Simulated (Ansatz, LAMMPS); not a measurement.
# Aqueous Sr2+ and TFSI-, 8.8 mol of salt per kg of water, from a frame at 360 K (150 atoms): geometry optimisation

Wanted: the relaxed structure of aqueous Sr2+ and TFSI-, 8.8 mol of salt per kg of water, from a frame at 360 K (150 atoms) and its electronic structure.

Method: Kohn-Sham DFT, PBEsol, PAW (set soft_2), plane waves, in Ansatz 0.2.0.

## (1) Starting point

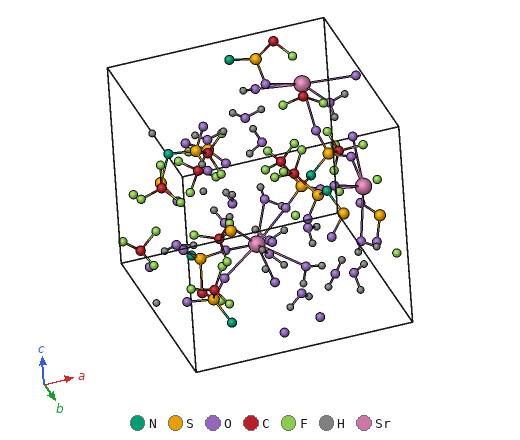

Start, viewed from a free direction; nitrogen teal, sulfur orange, oxygen purple, carbon red, fluorine green, hydrogen grey, strontium pink. Bonds to atoms that aren't drawn are left out. Some periodic images of atoms are drawn too.

The cell holds 150 atoms: 6 N, 12 S, 43 O, 12 C, 36 F, 38 H and 3 Sr. Its edges and angles: a = 12.398 Å, b = 12.398 Å, c = 12.398 Å, α = 90.0°, β = 90.0°, γ = 90.0°. 19 H2O, 3 Sr2+, 6 TFSI- placed at random, at 1.99 g/cm³; overlaps pushed apart, then 10 ps at 420 K with divalent ions of Li, Roberts, Chakravorty and Merz (J. Chem. Theory Comput. 9, 2733 (2013)); MMFF94 bonds, angles, torsions, charges and radii (Halgren, J. Comput. Chem. 17, 490 (1996)) in harmonic and 12-6 forms; SPC/E water (Berendsen, Grigera and Straatsma, J. Phys. Chem. 91, 6269 (1987)); charges of ions scaled by 0.85. Snapshot after 20 ps at 360 K and fixed volume.

Before any run, some limits are plain. The network of contacts between molecules at the start is that of the classical potential that made the cell. The concentration wasn't checked against solubility and may exceed it. The functional has no dispersion term, which matters for the binding between molecules or layers. The density was typed from a rule of thumb and may lie off the real one at this temperature. Sampling is at Γ alone, for a cell whose shortest periodic width is 12 Å.

## (2) Making the structure

A classical potential supplies the starting structure, since it reaches far longer times than DFT.

This step: classical MD, divalent ions of Li, Roberts, Chakravorty and Merz (J. Chem. Theory Comput. 9, 2733 (2013)); MMFF94 bonds, angles, torsions, charges and radii (Halgren, J. Comput. Chem. 17, 490 (1996)) in harmonic and 12-6 forms; SPC/E water (Berendsen, Grigera and Straatsma, J. Phys. Chem. 91, 6269 (1987)); charges of ions scaled by 0.85 (LAMMPS 22 Jul 2025 - Update 4).

in.lmp reads:

```
# aqueous Sr2+ and TFSI-, 8.8 mol of salt per kg of water
units real
atom_style full
boundary p p p
bond_style harmonic
angle_style harmonic
dihedral_style opls
improper_style harmonic
special_bonds lj 0 0 0.5 coul 0 0 0.75
read_data data.lmp
neigh_modify delay 0 every 1 check yes one 4000
comm_modify cutoff 12.0
timestep 0.5
thermo_style custom step time temp pe press density
thermo_modify norm yes
# push overlapping molecules apart
pair_style soft 2.6
pair_coeff * * 0.0
variable a equal ramp(1,60)
fix ad all adapt 1 pair soft a * * v_a
velocity all create 420 565840 mom yes dist gaussian
fix lim all nve/limit 0.03
fix lan all langevin 420 420 50 565841 zero yes
thermo 1000
run 3000 post no
unfix ad
pair_style lj/cut/coul/long 9.0
pair_modify mix arithmetic tail yes
pair_coeff 1 1 0.0721 3.5530   # N
pair_coeff 2 2 0.2681 3.4180   # S
pair_coeff 3 3 0.0763 3.0960   # O
pair_coeff 4 4 0.0678 3.3680   # C
pair_coeff 5 5 0.0801 2.5590   # F
pair_coeff 6 6 0.1553 3.1660   # O
# [... 21 lines left out ...]
compute msd all msd com yes
thermo 5000
fix md all nvt temp 360 360 100
run 20000 post no
print "== T360: mean square displacement over the hold $(c_msd[4]:%.2f) A^2"
unfix md
uncompute msd
write_dump all custom T360.dump id type xs ys zs modify sort id
```

Run with:

```sh
> lmp -in in.lmp -log none -nocite
```

Numbers of over 12 decimals in the logs are rounded to 6 here.

What it wrote:

```text
LAMMPS (22 Jul 2025 - Update 4)
Reading data file ...
  orthogonal box = (0 0 0) to (12.39774 12.39774 12.39774)
  150 atoms
  orthogonal box = (0 0 0) to (12.39774 12.39774 12.39774)
  122 bonds
  169 angles
  144 dihedrals
   Step          Time           Temp          PotEng         Press         Density
         0   0              420            0.82274333    -17027.758      1.9920013
      1000   500            441.02256      1.3511456      10668.32       1.9920013
      2000   1000           442.80577      1.3917282      16295.145      1.9920013
      3000   1500           373.34209      1.3638074      16999.367      1.9920013
Loop time of 0.218327 s on 1 MPI rank(s) for 3000 steps with 150 atoms
PPPM initialization ...
WARNING: System is not charge neutral, net charge = 6e-05
  G vector (1/distance) = 0.30393832
  grid = 8 8 8
  estimated relative force accuracy = 5.4743035e-05
   Step          Time           Temp          PotEng         Press         Density
[... 26 lines left out ...]
Loop time of 4.62219 s on 1 MPI rank(s) for 10000 steps with 150 atoms
WARNING: Bond/angle/dihedral extent > half of periodic box length
   Step          Time           Temp          PotEng         Press         Density
[... 4 lines left out ...]
WARNING: Bond/angle/dihedral extent > half of periodic box length
Loop time of 2.2912 s on 1 MPI rank(s) for 5000 steps with 150 atoms
WARNING: Bond/angle/dihedral extent > half of periodic box length
   Step          Time           Temp          PotEng         Press         Density
[... 2 lines left out ...]
     25000   24000          347.06029     -2.0270011      2039.7407      1.9920013
     30000   29000          326.08991     -2.0990692     -5299.6472      1.9920013
     35000   34000          353.32956     -2.0680235     -7396.378       1.9920013
     37000   36000          343.19896     -2.1326135     -7555.3837      1.9920013
WARNING: Bond/angle/dihedral extent > half of periodic box length
Loop time of 9.16965 s on 1 MPI rank(s) for 20000 steps with 150 atoms
== T360: mean square displacement over the hold 3.45 A^2
```

Run time: 18 s. Hardware: 1 thread of Arm Neoverse V2, shared host; peak memory 0.12 GiB.

The input also reads data.lmp (atoms, bonds and types; not printed here).

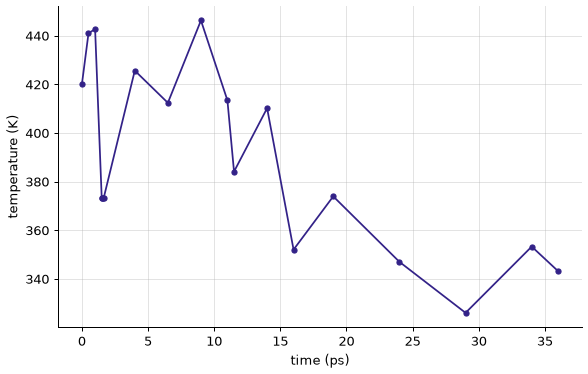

Temperature, plotted against time.

## (3) Single point at the start

A single point comes first, to see the forces before anything moves.

input.yaml reads:

```yaml
crystal:
  lattice:
    - [12.39774, 0.0, 0.0]
    - [0.0, 12.39774, 0.0]
    - [0.0, 0.0, 12.39774]
  atoms:
    - { symbol: "N", position: [0.0439, 0.90893, 0.53516] }
    - { symbol: S, position: [0.1063, 0.83463, 0.46127] }
    - { symbol: O, position: [0.0655, 0.72376, 0.45413] }
    - { symbol: O, position: [0.22196, 0.83787, 0.47733] }
    - { symbol: C, position: [0.08449, 0.89665, 0.3263] }
    - { symbol: F, position: [0.07487, 0.00764, 0.33613] }
    - { symbol: F, position: [0.99512, 0.85429, 0.27361] }
    - { symbol: F, position: [0.17072, 0.88558, 0.25918] }
    - { symbol: S, position: [0.91445, 0.90633, 0.51641] }
    - { symbol: O, position: [0.87698, 0.95645, 0.41847] }
    - { symbol: O, position: [0.86175, 0.80234, 0.53552] }
    - { symbol: C, position: [0.8798, 0.00363, 0.63008] }
    - { symbol: F, position: [0.77546, 0.03575, 0.6297] }
    - { symbol: F, position: [0.94133, 0.09603, 0.63151] }
    - { symbol: F, position: [0.89783, 0.95874, 0.73295] }
    - { symbol: "N", position: [0.53822, 0.06077, 0.93633] }
    - { symbol: S, position: [0.50593, 0.00909, 0.0411] }
    - { symbol: O, position: [0.58367, 0.99314, 0.12915] }
    - { symbol: O, position: [0.44207, 0.9102, 0.03999] }
    - { symbol: C, position: [0.4177, 0.1184, 0.08436] }
    - { symbol: F, position: [0.4195, 0.20408, 0.01442] }
    - { symbol: F, position: [0.45492, 0.16438, 0.17904] }
    - { symbol: F, position: [0.31368, 0.08508, 0.11109] }
    - { symbol: S, position: [0.63494, 0.13923, 0.95965] }
    - { symbol: O, position: [0.64662, 0.21947, 0.87294] }
    - { symbol: O, position: [0.6316, 0.2024, 0.05968] }
    - { symbol: C, position: [0.74981, 0.04347, 0.96772] }
    - { symbol: F, position: [0.82159, 0.07739, 0.89229] }
    - { symbol: F, position: [0.72521, 0.93509, 0.94057] }
    - { symbol: F, position: [0.79586, 0.03964, 0.06287] }
    - { symbol: "N", position: [0.15767, 0.30018, 0.68644] }
    - { symbol: S, position: [0.099, 0.34936, 0.58022] }
    [... 112 atom lines left out ...]
    - { symbol: O, position: [0.48875, 0.6122, 0.26344] }
    - { symbol: H, position: [0.48167, 0.53447, 0.24309] }
    - { symbol: H, position: [0.54192, 0.64806, 0.21453] }
    - { symbol: Sr, position: [0.75852, 0.39755, 0.94458] }
    - { symbol: Sr, position: [0.95876, 0.54657, 0.4521] }
    - { symbol: Sr, position: [0.3959, 0.74219, 0.41057] }
kpoints:
  mp_grid: { grid: [1, 1, 1] }
hamiltonian:
  xc: pbesol
scf:
  occupations: { method: fermi_dirac, width: 0.05 }
output:
  forces: true
  stress: true
  populations: true
  dos:
    method: { smearing: { sigma: 0.1 } }
    de: 0.1
    projected: { site_lists: { C: [C], F: [F], H: [H], "N": ["N"], O: [O] } }
  eigenvalues: true
```

Run with:

```sh
> ansatz run input.yaml --threads 4 --pin off --max-ram 8192MiB --backend cpu --events-out ev --progress --plain --runs-dir out
```

What it wrote:

```text
Engine: ansatz 0.2.0, aarch64-unknown-linux-gnu
Pseudopotentials: kind: paw
Pseudopotential: N, paw, valence charge 5, recommended cutoff 420 eV (normal), N.paw.azcp
Pseudopotential: S, paw, valence charge 6, recommended cutoff 420 eV (normal), S.paw.azcp
Pseudopotential: O, paw, valence charge 6, recommended cutoff 420 eV (normal), O.paw.azcp
Pseudopotential: C, paw, valence charge 4, recommended cutoff 420 eV (normal), C.paw.azcp
Pseudopotential: F, paw, valence charge 7, recommended cutoff 420 eV (normal), F.paw.azcp
Pseudopotential: H, paw, valence charge 1, recommended cutoff 420 eV (normal), H.paw.azcp
Pseudopotential: Sr, paw, valence charge 10, recommended cutoff 420 eV (normal), Sr.paw.azcp
[... 3 lines on functional and potentials left out ...]
Crystal: 150 atoms, lattice volume = 1905.582 Å³
Basis set: ecut = 420 eV, 37385 PW (Γ), exchange–correlation on 180×180×180 points (8 copies of the dense FFT grid, shifted against one another)
Bands: 514, of which v1, the nominal top of the filled ones, is band 364 counted from 1 (363 counted from 0)
Symmetry: 1 space group operations
Space group: P1 (ITA 1), of the structure as read, at distance tolerance 1.2e-4 Å
k-points: 1
[... 21 lines on functional and potentials left out ...]
Initial density: superposition of atomic densities (neutral atoms: chi_scale 0, normalization atom), corrected by the library's trained network
Initial wavefunctions: pseudopotential atomic-orbital guess
Functional: x = pbesol(κ = 0.804, μ = 0.123457), c = pbesol(β = 0.046)
SCF iter   1: F=—  HF=-79823.443943 eV  |F-HF|=—  |Δ(HF+E_count)|=         —  Δρ=8.76e-3  dr2=1.07e0  ethr=1.77e-3  ⟨swp⟩=8.0  Hψ=2645  notcnv=0  defer=35
preconditioner: auto → Resta (q_TF=auto, 2.324 Å⁻¹)  ε∞=2.8  [insulator: Δε(μ)=4.638 eV  Ē_g=16.856 eV  σ=0.050 eV  W_gap=1.00  n_scr=436 (ndim 8)  ℏωp=22.5 eV  f_vac=0.265  D(μ)=0.00/eV (n_scr^D=0)  ε∞_Penn≈2.8]
SCF iter   2: F=—  HF=-79823.164999 eV  |F-HF|=—  |Δ(HF+E_count)|=   2.79e-1  Δρ=3.26e-3  dr2=1.86e-1  ethr=1.47e-4  ⟨swp⟩=2.0  Hψ=807  notcnv=0  defer=145
SCF iter   3: F=—  HF=-79823.151723 eV  |F-HF|=—  |Δ(HF+E_count)|=   1.33e-2  Δρ=1.54e-3  dr2=5.26e-2  ethr=2.56e-5  ⟨swp⟩=3.0  Hψ=694  notcnv=0  defer=145
SCF iter   4: F=—  HF=-79823.144669 eV  |F-HF|=—  |Δ(HF+E_count)|=   7.05e-3  Δρ=5.16e-4  dr2=8.11e-3  ethr=7.23e-6  ⟨swp⟩=2.0  Hψ=650  notcnv=0  defer=145
SCF iter   5: F=—  HF=-79823.143630 eV  |F-HF|=—  |Δ(HF+E_count)|=   1.04e-3  Δρ=2.84e-4  dr2=1.77e-3  ethr=1.11e-6  ⟨swp⟩=2.0  Hψ=889  notcnv=0  defer=141
SCF iter   6: F=—  HF=-79823.143445 eV  |F-HF|=—  |Δ(HF+E_count)|=   1.85e-4  Δρ=1.19e-4  dr2=2.77e-4  ethr=2.43e-7  ⟨swp⟩=2.0  Hψ=690  notcnv=0  defer=141
SCF iter   7: F=—  HF=-79823.143437 eV  |F-HF|=—  |Δ(HF+E_count)|=   7.88e-6  Δρ=5.70e-5  dr2=5.80e-5  ethr=3.81e-8  ⟨swp⟩=2.0  Hψ=698  notcnv=0  defer=141
SCF iter   8: F=—  HF=-79823.148544 eV  |F-HF|=—  |Δ(HF+E_count)|=   5.11e-3  Δρ=1.91e-5  dr2=6.93e-6  ethr=7.97e-9  ⟨swp⟩=3.0  Hψ=696  notcnv=0  defer=141
SCF iter   9: F=—  HF=-79823.148548 eV  |F-HF|=—  |Δ(HF+E_count)|=   3.52e-6  Δρ=7.63e-6  dr2=1.06e-6  ethr=9.52e-10  ⟨swp⟩=2.0  Hψ=690  notcnv=0  defer=141
SCF iter  10: F=—  HF=-79823.148548 eV  |F-HF|=—  |Δ(HF+E_count)|=   3.10e-7  Δρ=3.53e-6  dr2=2.29e-7  ethr=1.45e-10  ⟨swp⟩=2.0  Hψ=838  notcnv=0  defer=141
SCF iter  11: F=-79823.148548 eV  HF=-79823.148548 eV  |F-HF|=6.10e-9  |Δ(HF+E_count)|=   3.77e-8  Δρ=1.08e-6  dr2=2.54e-8  ethr=1.37e-11  ⟨swp⟩=13.0  Hψ=2836  notcnv=0
SCF 1 converged in 11 iterations: F = -79823.148548 eV  dr2 = 2.54e-8
  greatest PAW one-centre occupation: 0.986 electrons in one spin orbital (limit 2), on the Sr atom at site 148 (counted from 0), in its partial waves of l = 0
SCF converged after 11 iterations
Free energy (F): -79823.148548 eV
Harris-Foulkes:  -79823.148548 eV  (|F-HF|=6.10e-9)
Internal energy: -79823.148548 eV  (E = F + TS)
E sigma→0 (E₀):  -79823.148548 eV
Fermi energy:    2.756552 eV
--- Per-component energies (eV) ---
  E_band       = -6530.118613
  E_kinetic    = 19396.794586
  E_local      = -70520.490045  (includes V_loc(G=0)·N_el)
  E_nonlocal   = 6312.408618
  E_hartree    = 26670.045065
  E_xc         = -8840.153964
  E_vxc        = -10731.873212  (∫ρ·V_xc dr)
  E_paw        = -30376.175056  (= ΣΔE_a)
  E_vpaw       = -4327.182310  (= ΣTr[D̂ρ^β])
  E_aug_tail   = 0.135651  (compensation charges beyond the density's cutoff)
  E_ewald      = -22470.326951
  E_core_change = 4.613548  (= ΣΔE_core)
  E_smearing   = -0.000000  (= −TS)
  E_closure    = -0.000000  (closes the sum)
  Σ components = -79823.148548   (vs F -79823.148548, Δ=0.00e0)
--- Forces (eV/Å), atoms counted from 1 ---
  atom   1  N     -1.51397405     1.12469476     1.15782986
  atom   2  S      1.04619426    -2.55262485    -1.44454097
  atom   3  O     -0.09847135     0.30288128    -0.23044412
  atom   4  O      0.17572677     0.49415076     0.20982633
  atom   5  C      0.24302205     1.55676243    -2.42287025
  atom   6  F     -0.40871115    -2.29956774     0.51609418
  atom   7  F      1.88443484     0.86912481     1.09647179
  atom   8  F     -0.96686552    -0.31101067     0.88305131
  atom   9  S     -1.31307328    -1.25239246     0.84246527
  atom  10  O      0.14571126     0.85226055    -0.25849105
  atom  11  O      0.85005165     1.22608761     0.45251486
  atom  12  C      0.51405741     1.39562614     3.24536866
  atom  13  F      0.85187847    -0.73315262    -0.54514162
  atom  14  F     -0.71243972    -1.48903179    -0.77018026
[...]
atom 149  Sr     0.18851741     0.49086777    -0.18506182
  atom 150  Sr     0.57963673    -0.54429529    -0.53975439
  max |Σ_I F_I| component: 6.87e-5 eV/Å
--- Stress (GPa, compression-positive) ---
       -0.211158      -0.232272      -0.080669
       -0.232272      -2.167471       0.017616
       -0.080669       0.017616      -1.385700
  P = ⅓ Tr σ = -1.2548 GPa (-12.548 kbar)
--- Band table (eV) ---
  k-point 0: bands = ["-32.8449", "-32.8208", "-32.6899", "-26.9461", [... 498 levels ...], "11.2348", "11.2830", "11.3018", "11.3498", "11.3793", "11.4254", "11.4449", "11.4894", "11.5195", "11.5280", "11.5768", "11.5882"]
--- Löwdin populations: 150 sites ---
  site symbol       q [e]
     0      N      5.8364
     1      S      3.7759
     2      O      6.8024
[...]
149     Sr      8.2449
  spilling = 0.014356 (of n_electrons = 728.000000)
```

Run time: 42 s. Hardware: 4 threads of Arm Neoverse V2, shared host; peak memory 2.9 GiB; 2.7 min of CPU time.

In the SCF lines HF is the Harris–Foulkes energy and dr2 the Hartree energy of the density residual, in eV; the loop may stop once dr2 is under the threshold and the program's other checks hold. Hψ counts applications of the Hamiltonian.

The run gave:

```yaml
free_energy: -79823.1485 eV
free_energy_per_atom: -532.1543 eV/atom
scf_cycles: 11
pressure: -1.255 GPa
r_m_s_force_component: 1.087 eV/Å
longest_force: 7.31 eV/Å
fermi_energy: 2.757 eV
spacing_of_highest_filled_and_lowest_empty_level: 4.263 eV
spilling_of_the_projection: 0.01436
```

The r.m.s. force component of 1.1 eV/Å and the pressure of -1.3 GPa set the starting point.

Neighbours are counted within 1.21 Å (O-H), 1.88 Å (O-S), 3.18 Å (O-Sr), 1.62 Å (F-C), 2.21 Å (C-S), 2.02 Å (S-N).

Length of the force by element and coordination:

```tsv
element	coordination	atoms	mean length of the force (eV/Å)	spread	least	most
C	all	12	3.24	1.13	1.71	6.53
F	all	36	1.38	0.682	0.350	2.77
H	all	38	1.04	0.328	0.325	1.50
N	all	6	2.22	0.974	0.533	3.44
O	all	43	1.04	0.612	0.334	3.09
O	1	12	1.58	0.613	0.619	3.09
O	2	20	0.913	0.528	0.393	2.64
O	3	11	0.670	0.246	0.334	1.26
S	all	12	3.35	1.45	1.76	7.31
Sr	all	3	0.778	0.167	0.557	0.961
Sr	7	1	0.817	0	0.817	0.817
Sr	8	2	0.759	0.202	0.557	0.961
```

[end of part 1 of 3]

[Logs are printed without paths, hosts, clocks, repeated set-up lines and the standing remarks that a program may print on its own settings, such as how far it seeks lower states.]

[Hosts, paths, dates, database ids (printed as entryN), source tags and the programs' standing remarks are cut or masked in the printed files.]

[The MMFF94 radii named for the starting cell were scaled by 0.96; in molecules described by MMFF94, hydrogen bound to N, O or S took a small fixed 12-6 site in their place.]
